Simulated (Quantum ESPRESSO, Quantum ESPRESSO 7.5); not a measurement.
# Work function and surface energy of Sr(111) against thickness

How thick must a slab of Sr(111) be?

Program: Quantum ESPRESSO 7.5. Level of theory: plane-wave DFT, PBE, GBRV ultrasoft pseudopotentials. Results are calculated unless marked as measured.

**Measured values to reproduce.**

For Sr (polycrystalline sample, no single face), “Anisotropic work function of elemental crystals” (2019, arxiv:1902.07811) quotes earlier work: work function, loosely compared (polycrystalline sample, no single face) 2.59 eV.

**1. The structure**

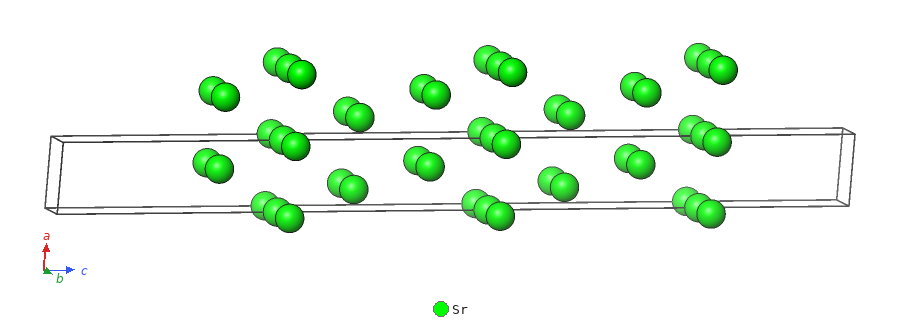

The cell as given, from the side, with the c axis across the page (strontium green). 2×2×1 cells are drawn. Some periodic images of atoms are drawn too.

The cell holds 8 atoms: 8 Sr. Cell: a = 4.299 Å, b = 4.299 Å, c = 39.572 Å, α = 90.0°, β = 90.0°, γ = 60.0°. It derives from Sr. Vacuum lies along c.

As a file:

```xyz
8
Lattice="4.2992 0.0000 0.0000 2.1496 3.7232 0.0000 0.0000 0.0000 39.5720" Properties=species:S:1:pos:R:3
Sr    4.2992    2.4821    7.5000
Sr    0.0000    0.0000   11.0103
Sr    2.1496    1.2411   14.5206
Sr    4.2992    2.4821   18.0309
Sr    0.0000    0.0000   21.5412
Sr    2.1496    1.2411   25.0514
Sr    4.2992    2.4821   28.5617
Sr    0.0000    0.0000   32.0720
```

**2. The script**

ASE writes the inputs, starts pw.x and reads the results. Under ESM bc1 the zero of energy of a symmetric slab is the vacuum, so the work function is minus the Fermi level.

run.py

```python
import json
import numpy as np
from ase.build import fcc111
from ase.calculators.espresso import Espresso, EspressoProfile

profile = EspressoProfile(command='mpirun -n 4 pw.x -nk 4', pseudo_dir='../pseudo')
pseudopotentials = {'Sr': 'sr_pbe_v1.uspp.F.UPF'}
system = {'ecutwfc': 40, 'ecutrho': 200, 'occupations': 'smearing', 'smearing': 'mv', 'degauss': 0.02}


def calculator(name, kpts, **extra):
    data = dict(control=dict(tprnfor=True, verbosity='high', disk_io='none'),
                system=system | extra,
                electrons=dict(conv_thr=1e-07, mixing_beta=0.4, mixing_mode='local-TF',
                               electron_maxstep=100))
    return Espresso(profile=profile, directory=name, pseudopotentials=pseudopotentials, kpts=kpts, input_data=data)


def centre(atoms):
    z = atoms.positions[:, 2]
    atoms.positions[:, 2] -= (z.max() + z.min()) / 2  # ESM wants the slab about z = 0
    return atoms


rows = []
for n in [3, 4, 5, 6, 7, 8]:
    slab = centre(fcc111('Sr', size=(1, 1, n), a=6.08, vacuum=7.5, periodic=True))
    slab.set_initial_magnetic_moments([0.0] * n)
    slab.calc = calculator(f'n{n}', (6, 6, 1), assume_isolated='esm', esm_bc='bc1')
    energy = slab.get_potential_energy()
    work = -slab.calc.get_fermi_level()
    force = slab.get_forces()[-1, 2]
    rows.append([n, energy, work, force])
    print(f'{n} layers: E = {energy:.5f} eV, work function {work:.3f} eV, force on the top atom {force:+.3f} eV/A')

n, energy = np.array(rows)[:, :2].T
slope, offset = np.polyfit(n[1:], energy[1:], 1)
area = np.linalg.norm(np.cross(*slab.cell[:2]))
gamma = offset / (2 * area) * 16.0218
print(f'bulk energy from the slope {slope:.5f} eV an atom; unrelaxed surface energy {gamma:.3f} J/m^2')
json.dump(dict(rows=rows, slope=slope, gamma=gamma), open('result.json', 'w'))
```

Command:

```
> OMP_NUM_THREADS=1 python run.py
```

Output:

```text
3 layers: E = -2862.44609 eV, work function 2.647 eV, force on the top atom -0.088 eV/A
4 layers: E = -3816.82029 eV, work function 2.671 eV, force on the top atom -0.076 eV/A
5 layers: E = -4771.18658 eV, work function 2.679 eV, force on the top atom -0.070 eV/A
6 layers: E = -5725.55587 eV, work function 2.683 eV, force on the top atom -0.064 eV/A
7 layers: E = -6679.92690 eV, work function 2.679 eV, force on the top atom -0.065 eV/A
8 layers: E = -7634.29855 eV, work function 2.679 eV, force on the top atom -0.071 eV/A
bulk energy from the slope -954.36968 eV an atom; unrelaxed surface energy 0.331 J/m^2
```

Run time: 13 min. Hardware: 4 MPI ranks of Arm Neoverse V1, shared host; peak memory 1.8 GiB.

The input that ASE wrote for the first run, and its log:

```
&CONTROL
   verbosity        = 'high'
   tprnfor          = .true.
   disk_io          = 'none'
   pseudo_dir       = '../pseudo'
/
&SYSTEM
   ecutwfc          = 40
   ecutrho          = 200
   occupations      = 'smearing'
   degauss          = 0.02
   smearing         = 'mv'
   assume_isolated  = 'esm'
   esm_bc           = 'bc1'
   ntyp             = 1
   nat              = 3
   ibrav            = 0
/
&ELECTRONS
   electron_maxstep = 100
   conv_thr         = 1e-07
   mixing_mode      = 'local-TF'
   mixing_beta      = 0.4
/
&IONS
/
&CELL
/
&FCP
/
&RISM
/
ATOMIC_SPECIES
Sr 87.62 sr_pbe_v1.uspp.F.UPF

K_POINTS automatic
6 6 1  0 0 0

CELL_PARAMETERS angstrom
4.29920922961421 0.00000000000000 0.00000000000000
2.14960461480710 3.72322440903043 0.00000000000000
0.00000000000000 0.00000000000000 22.02057927334585

ATOMIC_POSITIONS angstrom
Sr 2.1496046148 1.2410748030 -3.5102896367  
Sr -0.0000000000 2.4821496060 0.0000000000  
Sr 0.0000000000 0.0000000000 3.5102896367
```

```text
Program PWSCF v.7.5 starts
[citation notice left out]

     Parallel version (MPI & OpenMP), running on       4 processor cores
     Number of MPI processes:                 4
     Threads/MPI process:                     1

     MPI processes distributed on     1 nodes
[... 1 line left out ...]

Warning: card &CELL ignored
Warning: card &FCP ignored
Warning: card &RISM ignored

     Current dimensions of program PWSCF are:
     Max number of different atomic species (ntypx) = 10
     Max number of k-points (npk) =  40000
     Max angular momentum in pseudopotentials (lmaxx) =  4
     Message from routine setup:
     using ibrav=0 with symmetry is DISCOURAGED, use correct ibrav instead

     K-points division:     npool     =       4
     Subspace diagonalization in iterative solution of the eigenvalue problem:
     a serial algorithm will be used

     G-vector sticks info
     --------------------
     sticks:   dense  smooth     PW     G-vecs:    dense   smooth      PW
     Sum         913     733    211               113755    81371   12937

     Using Slab Decomposition

     bravais-lattice index     =            0
     lattice parameter (alat)  =       8.1243  a.u.
     unit-cell volume          =    2378.6642 (a.u.)^3
     number of atoms/cell      =            3
     number of atomic types    =            1
     number of electrons       =        30.00
     number of Kohn-Sham states=           19
     kinetic-energy cutoff     =      40.0000  Ry
     charge density cutoff     =     200.0000  Ry
     scf convergence threshold =      1.0E-07
     mixing beta               =       0.4000
     number of iterations used =            8  local-TF  mixing
     Exchange-correlation= SLA  PW   PBE  PBE
                           (   1   4   3   4   0   0   0)

     Effective Screening Medium Method
     =================================
     Boundary Conditions: Vacuum-Slab-Vacuum
     total charge in unit cell        =   0.0000
     grid points for fit at edges     =        4

[... 10 lines left out ...]
     PseudoPot. # 1 for Sr read from file:
     ../pseudo/sr_pbe_v1.uspp.F.UPF
     Pseudo is Ultrasoft + core correction, Zval = 10.0
     Generated by new atomic code, or converted to UPF format
     Using radial grid of  883 points,  6 beta functions with:
                l(1) =   0
                l(2) =   0
                l(3) =   1
                l(4) =   1
                l(5) =   2
                l(6) =   2
     Q(r) pseudized with  6 coefficients,  rinner =    1.400   1.400   1.400
                                                       1.400   1.400

     atomic species   valence    mass     pseudopotential
     Sr               10.00    87.62000     Sr( 1.00)

     12 Sym. Ops., with inversion, found ( 6 have fractional translation)

                                    s                        frac. trans.

      isym =  1     identity

[... 632 lines left out ...]
   -21.5406 -21.2816 -21.1974 -21.1974  -6.0803  -5.4146  -4.4320  -2.6370
    -2.2450  -1.6629  -0.8710

     occupation numbers
     1.0000   1.0000   1.0000   1.0000   1.0000   1.0000   1.0000   1.0000
     1.0000   1.0000   1.0000   1.0000   1.0000   1.0000   1.0000   0.3757
     0.0044   0.0000   0.0000

[... 48 lines left out ...]

     the Fermi energy is    -2.6470 ev

!    total energy              =    -210.38592585 Ry
     estimated scf accuracy    <       0.00000009 Ry
     smearing contrib. (-TS)   =      -0.00557791 Ry
     internal energy E=F+TS    =    -210.38034794 Ry

     The total energy is F=E-TS. E is the sum of the following terms:
     one-electron contribution =    1178.28375562 Ry
     hartree contribution      =    -595.07783909 Ry
     xc contribution           =     -54.29163843 Ry
     ewald contribution        =    -739.29462604 Ry

     convergence has been achieved in  33 iterations

     negative rho (up, down):  1.992E-01 0.000E+00

     Forces acting on atoms (cartesian axes, Ry/au):

     atom    1 type  1   force =     0.00000000   -0.00000000    0.00341196
     atom    2 type  1   force =     0.00000000    0.00000000    0.00000000
     atom    3 type  1   force =     0.00000000    0.00000000   -0.00341196
     The non-local contrib.  to forces
     atom    1 type  1   force =     0.00000000   -0.00000000    0.00831799
     atom    2 type  1   force =     0.00000000    0.00000000    0.00000000
     atom    3 type  1   force =    -0.00000000    0.00000000   -0.00831799
     The ionic contribution  to forces
     atom    1 type  1   force =     0.00000000   -0.00000000  -43.79499905
     atom    2 type  1   force =    -0.00000000    0.00000000    0.00000000
     atom    3 type  1   force =    -0.00000000   -0.00000000   43.79499905
     The local contribution  to forces
     atom    1 type  1   force =     0.00000000    0.00000000   43.79182011
     atom    2 type  1   force =    -0.00000000    0.00000000   -0.00000291
     atom    3 type  1   force =    -0.00000000   -0.00000000  -43.79182593
     The core correction contribution to forces
     atom    1 type  1   force =    -0.00000000   -0.00000000   -0.00092953
     atom    2 type  1   force =     0.00000000   -0.00000000    0.00000000
     atom    3 type  1   force =     0.00000000    0.00000000    0.00092953
     The Hubbard contrib.    to forces
     atom    1 type  1   force =     0.00000000    0.00000000    0.00000000
     atom    2 type  1   force =     0.00000000    0.00000000    0.00000000
     atom    3 type  1   force =     0.00000000    0.00000000    0.00000000
     The SCF correction term to forces
     atom    1 type  1   force =    -0.00000000    0.00000000   -0.00080048
     atom    2 type  1   force =    -0.00000000    0.00000000   -0.00000002
     atom    3 type  1   force =     0.00000000   -0.00000000    0.00080044

     Total force =     0.004825     Total SCF correction =     0.001132
     SCF correction compared to forces is large: reduce conv_thr to get better values
     Message from routine punch:
     Nothing written, as per user request (disk_io='none')

[... 1 line left out ...]

[... 1 line left out ...]

[... 1 line left out ...]

[... 3 lines left out ...]

[... 1 line left out ...]

[... 2 lines left out ...]

[... 1 line left out ...]

[... 1 line left out ...]

=------------------------------------------------------------------------------=
   JOB DONE.
=------------------------------------------------------------------------------=
```

Read from the output:

```
surface energy                     : 0.3305 J/m²
work function of the thickest slab : 2.679 eV
```

Work function against layers:

| layers | work function (eV) |
| --- | --- |
| 3.00 | 2.65 |
| 4.00 | 2.67 |
| 5.00 | 2.68 |
| 6.00 | 2.68 |
| 7.00 | 2.68 |
| 8.00 | 2.68 |

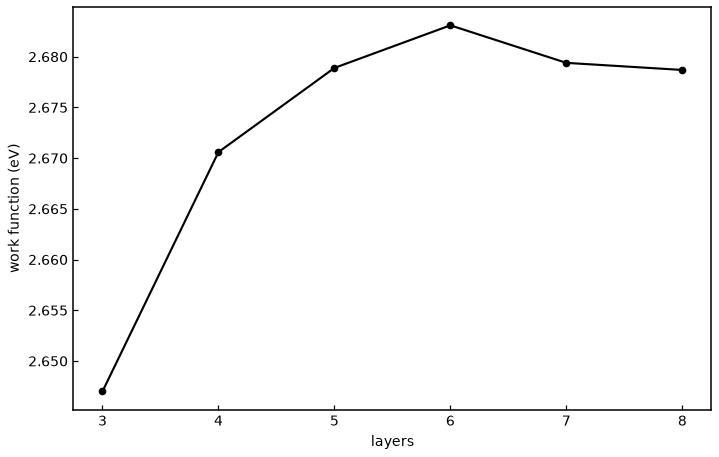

Work function against layers.

The force on the top atom along the normal by layers:

| layers | force on the top atom along the normal (eV/Å) |
| --- | --- |
| 3.00 | -0.0877 |
| 4.00 | -0.0764 |
| 5.00 | -0.0704 |
| 6.00 | -0.0644 |
| 7.00 | -0.0654 |
| 8.00 | -0.0709 |

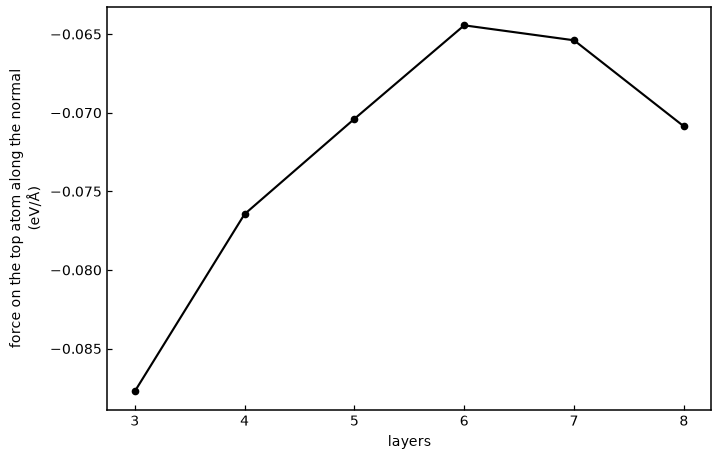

Force on the top atom along the normal against layers.

The energy less the bulk line's slope by layers:

| layers | energy less the bulk line's slope (meV) |
| --- | --- |
| 3.00 | 663 |
| 4.00 | 658 |
| 5.00 | 662 |
| 6.00 | 662 |
| 7.00 | 661 |
| 8.00 | 659 |

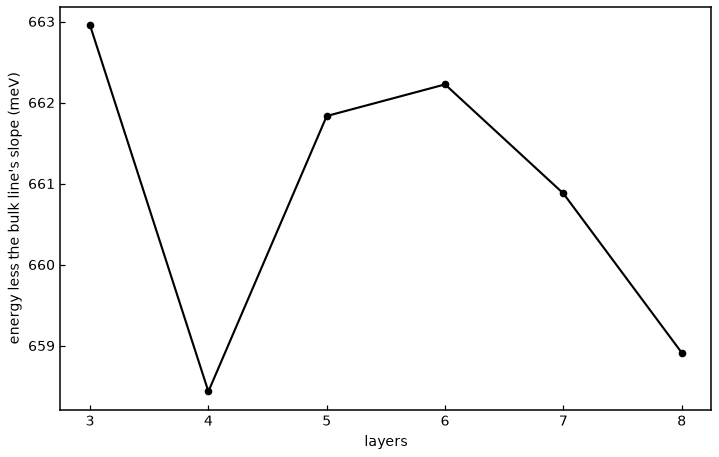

Energy less the bulk line's slope, plotted against layers.

**3. The script: PBE, SG15 norm-conserving**

Level of this step: plane-wave DFT, PBE, SG15 norm-conserving pseudopotentials (Quantum ESPRESSO 7.5).

run.py, as its differences from the input of step 2:

```diff
@@ -6,4 +6,4 @@
 profile = EspressoProfile(command='mpirun -n 4 pw.x -nk 4', pseudo_dir='../pseudo')
-pseudopotentials = {'Sr': 'sr_pbe_v1.uspp.F.UPF'}
-system = {'ecutwfc': 40, 'ecutrho': 200, 'occupations': 'smearing', 'smearing': 'mv', 'degauss': 0.02}
+pseudopotentials = {'Sr': 'Sr_ONCV_PBE-1.2.upf'}
+system = {'ecutwfc': 60, 'ecutrho': 240, 'occupations': 'smearing', 'smearing': 'mv', 'degauss': 0.02}
```

Command:

```
> OMP_NUM_THREADS=1 python run.py
```

Output:

```text
3 layers: E = -2541.01585 eV, work function 2.651 eV, force on the top atom -0.080 eV/A
4 layers: E = -3388.24759 eV, work function 2.673 eV, force on the top atom -0.074 eV/A
5 layers: E = -4235.47129 eV, work function 2.682 eV, force on the top atom -0.063 eV/A
6 layers: E = -5082.69810 eV, work function 2.684 eV, force on the top atom -0.070 eV/A
7 layers: E = -5929.92665 eV, work function 2.681 eV, force on the top atom -0.067 eV/A
8 layers: E = -6777.15582 eV, work function 2.681 eV, force on the top atom -0.067 eV/A
bulk energy from the slope -847.22718 eV an atom; unrelaxed surface energy 0.332 J/m^2
```

Wall time 34 min (4 MPI ranks); peak memory 2.2 GiB; 2.3 h of CPU time.

This step gave:

- surface energy: 0.3319 J/m²
- work function of the thickest slab: 2.681 eV

Work function against layers:

| layers | work function (eV) |
| --- | --- |
| 3.00 | 2.65 |
| 4.00 | 2.67 |
| 5.00 | 2.68 |
| 6.00 | 2.68 |
| 7.00 | 2.68 |
| 8.00 | 2.68 |

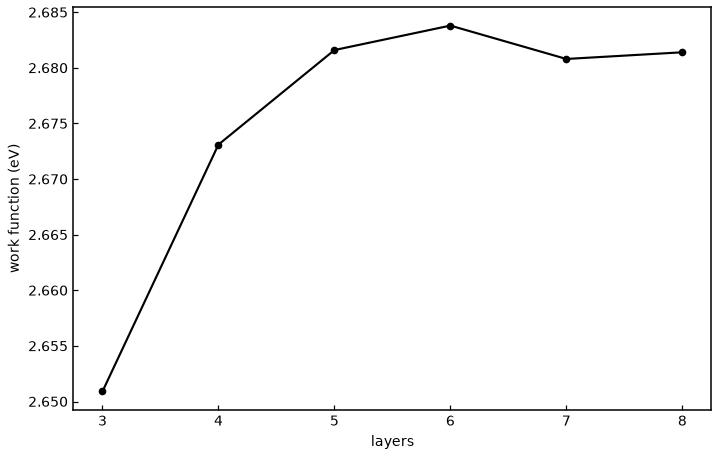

Work function against layers.

The force on the top atom along the normal by layers:

| layers | force on the top atom along the normal (eV/Å) |
| --- | --- |
| 3.00 | -0.0804 |
| 4.00 | -0.0743 |
| 5.00 | -0.0629 |
| 6.00 | -0.0697 |
| 7.00 | -0.0668 |
| 8.00 | -0.0671 |

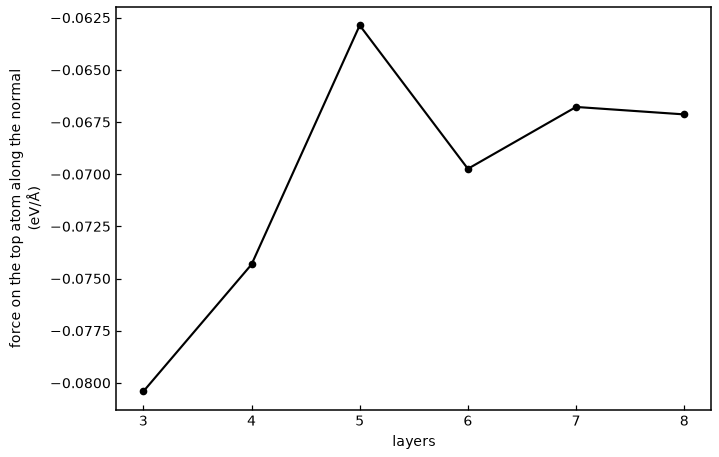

Force on the top atom along the normal against layers.

Table of energy less the bulk line's slope by layers:

| layers | energy less the bulk line's slope (meV) |
| --- | --- |
| 3.00 | 666 |
| 4.00 | 661 |
| 5.00 | 665 |
| 6.00 | 665 |
| 7.00 | 664 |
| 8.00 | 662 |

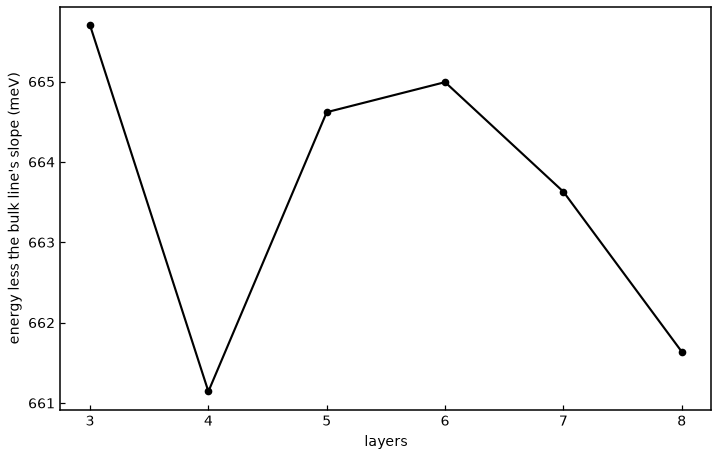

Energy less the bulk line's slope against layers.

**4. The arithmetic**

γ = (E_N − N e_bulk)/(2A). The excess of the thickest slab is 0.659 eV and A = 16.007 Å²: 0.659/(2 × 16.007) × 16.02 = 0.33 J/m² (1 eV/Å² = 16.02 J/m²); the fit's intercept gives 0.33.

**5. What came out**

```yaml
work_function_of_the_thickest_slab_pbe_gbrv_ultrasoft: 2.68 eV
unrelaxed_surface_energy_pbe_gbrv_ultrasoft: 0.33 J/m²
work_function_of_the_thickest_slab_pbe_sg15_norm_conserving: 2.68 eV
unrelaxed_surface_energy_pbe_sg15_norm_conserving: 0.33 J/m²
```

In words: The thickest slab gives a work function of 2.68 eV and the series an unrelaxed surface energy of 0.33 J/m² (PBE, GBRV ultrasoft). The work function swings by 0.04 eV over 3 to 8 layers and by 0.00 eV over the last step; confined states crossing the Fermi level and the finite mesh both contribute. From 3 layers on it stays within 0.1 eV. The force on the top atom of the thickest slab points inwards (0.07 eV/Å). The slabs are cut from the bulk at the tabulated lattice constant and not relaxed; the surface energy comes from a straight line through the energies of all but the thinnest slab.

Comparison with the measured values:

```
                                                                     quantity  measured        PBE, GBRV        PBE, SG15
work function, loosely compared (polycrystalline sample, no single face) (eV)      2.59  2.68 (+0.09 eV)  2.68 (+0.09 eV)
```

Measured values from arxiv:1902.07811 (2019).

**Verdict.** A polycrystal averages over faces, so this is a loose comparison.

[Logs are printed without paths, hosts, clocks, repeated set-up lines and the standing remarks that a program may print on its own settings, such as how far it seeks lower states.]

[Hosts, paths, dates, database ids (printed as entryN), source tags and the programs' standing remarks are cut or masked in the printed files.]

[Maps of the electrostatic potential energy from Ansatz leave out the sawtooth potential of an applied field or a dipole correction, so their vacuum need not be flat; planar profiles and work functions include it.]
